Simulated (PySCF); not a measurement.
Excited-state calculation of C2F4O

System: C2F4O (trifluoroacetyl fluoride), SMILES O=C(F)C(F)(F)F.
Method: TDDFT wB97X-D/def2-SVPD, vertical, gas phase, core orbitals frozen in the response (PySCF 2.14.0).

The geometry comes from this level: GFN2-xTB.

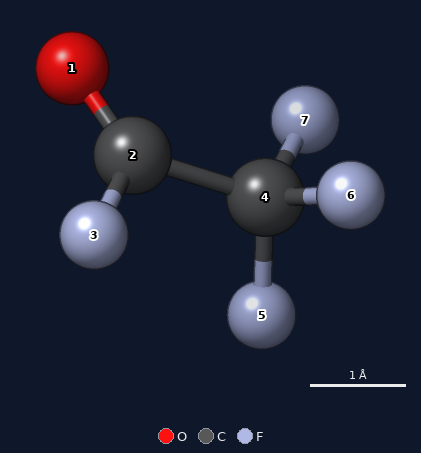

*The input geometry (ball-and-stick view, seen at a tilt; atoms are numbered from 1 in the order of the input).*

Bond lengths as drawn: C–C 1.56 Å, C–F 1.33 to 1.34 Å and C–O 1.17 Å.

Key numbers

| quantity | value |
| --- | --- |
| outcome | converged |
| total energy | −550.260414 hartree |
| HOMO | −12.35 eV |
| LUMO | −0.22 eV |
| dipole moment | 0.63 D |
| mean polarisability | 31.54 a.u. |
| lowest singlet excitation | 5.84 eV |
| hardware | 1 CPU thread, shared host |
| wall time | 17 s |
| peak memory | 0.65 GiB |

The input
```
{"job": {"kind": "uv", "xc": "wB97X-D", "basis": "def2-SVPD", "nstates": 8, "ntriplets": 3}, "charge": 0, "multiplicity": 1}
O      1.253405     1.214624    -0.775077
C      0.851533     0.222579    -0.300551
F      1.618010    -0.851970    -0.095007
C     -0.598739    -0.076099     0.177322
F     -0.622033    -0.386771     1.474466
F     -1.120458    -1.100992    -0.499520
F     -1.378384     0.983533    -0.008710
```

The first line tells a small driver script what to run in PySCF; the rest is the geometry in Å.

Command:
```bash
OMP_NUM_THREADS=1 python <driver script> task.json out
```

The program's output
```
coarse grid: 7608 points
cycle   1  E = -549.8545231401  dE =  1.444e+00  |g| = 1.307e+00  |ddm| = 3.088e+00
cycle   2  E = -549.5484908926  dE =  3.060e-01  |g| = 1.944e+00  |ddm| = 2.437e+00
cycle   3  E = -550.1791563222  dE = -6.307e-01  |g| = 1.761e-01  |ddm| = 1.486e+00
cycle   4  E = -550.1834304842  dE = -4.274e-03  |g| = 9.398e-02  |ddm| = 1.895e-01
cycle   5  E = -550.1848907570  dE = -1.460e-03  |g| = 1.362e-02  |ddm| = 7.466e-02
cycle   6  E = -550.1849286251  dE = -3.787e-05  |g| = 4.851e-03  |ddm| = 1.740e-02
cycle   7  E = -550.1849343066  dE = -5.682e-06  |g| = 2.060e-03  |ddm| = 7.480e-03
final grid: 80040 points
cycle   8  E = -550.2603993928  dE = -1.299e-04  |g| = 8.834e-03  |ddm| = 1.352e-01
cycle   9  E = -550.2603993636  dE =  2.915e-08  |g| = 9.991e-03  |ddm| = 2.036e-02
cycle  10  E = -550.2604139214  dE = -1.456e-05  |g| = 1.104e-03  |ddm| = 5.883e-03
cycle  11  E = -550.2604141028  dE = -1.814e-07  |g| = 5.890e-04  |ddm| = 1.810e-03
cycle  12  E = -550.2604141677  dE = -6.489e-08  |g| = 2.681e-04  |ddm| = 7.924e-04
cycle  13  E = -550.2604141812  dE = -1.348e-08  |g| = 3.184e-05  |ddm| = 2.511e-04
cycle  14  E = -550.2604141816  dE = -4.278e-10  |g| = 2.081e-05  |ddm| = 7.726e-05
```

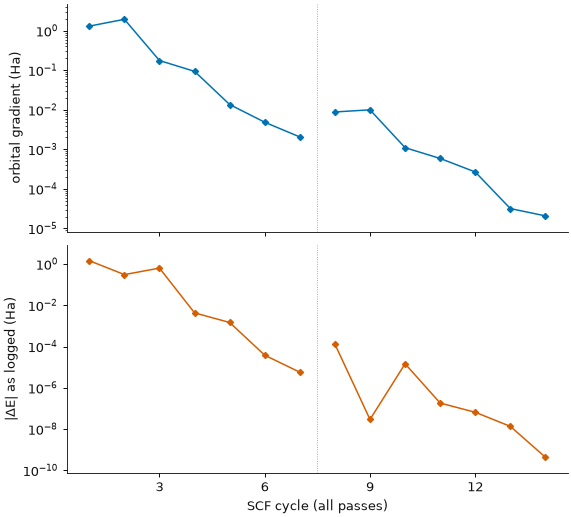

*Convergence of the self-consistent field: orbital gradient and size of the energy change against the SCF cycle. The dotted line marks the change from a coarse to the final integration grid.*

The first 7 cycles use a coarse grid, the final grid takes over at cycle 8, and the field converges after 14 cycles in all.

```
converged SCF energy = -550.2604141816

Static polarisability (au): isotropic 31.539, principal 26.733 32.009 35.874

Singlet excitations
state   eV       nm        f      main configurations
  1   5.8395    212.3   0.00128   H->L 0.97
  2   8.4807    146.2   0.00093   H-2->L 0.94
  3   9.2844    133.5   0.10181   H-1->L 0.79
  4   9.7835    126.7   0.00318   H-3->L 0.99
  5  10.0219    123.7   0.05903   H->L+1 0.78
  6  10.2604    120.8   0.00073   H-5->L 0.94
  7  10.3485    119.8   0.03734   H-4->L 0.96
  8  10.7435    115.4   0.00732   H-6->L 0.81, H-8->L 0.13

Triplet excitations (Tamm-Dancoff, eV): 5.2450 6.5052 7.9470
```

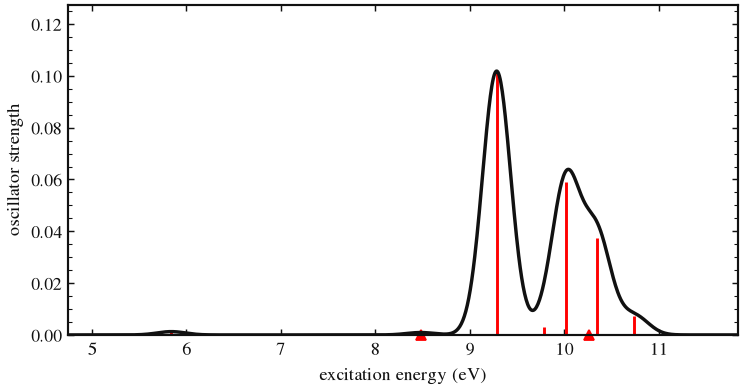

*Computed excitations as sticks (degenerate states added up, dark ones marked on the axis), with a Gaussian envelope of 0.35 eV full width at half maximum, scaled to the tallest.*

Of the 8 states the lowest lies at 5.84 eV (f = 0.001); the strongest line is at 9.28 eV, or 134 nm (f = 0.102).

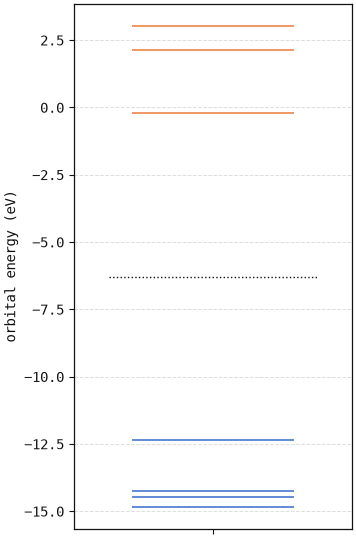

*Orbital energies near the frontier; the dotted line parts filled from empty levels, and levels within 0.02 eV of each other stand side by side.*

Highest filled −12.35 eV, lowest empty −0.22 eV, 12.13 eV apart.
